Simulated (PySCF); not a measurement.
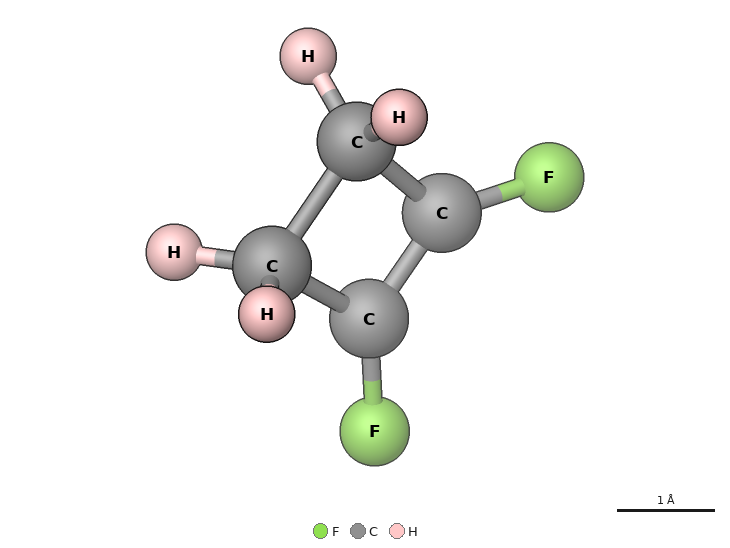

Atoms fade into the background with distance from the viewer. The computed structure is the end point of a PBE0-D3(BJ)/def2-SVP optimisation. No frequency run is at hand to confirm it as a minimum. Masses are those of the most abundant isotopes; constants are for the rigid equilibrium geometry.

Question: What kind of rotor is it, and what are its rotational constants in MHz?

Answer: An asymmetric top (C2v): A = 4871, B = 3812, C = 2199 MHz. Ray's parameter κ is 0.21, nearer the oblate limit.
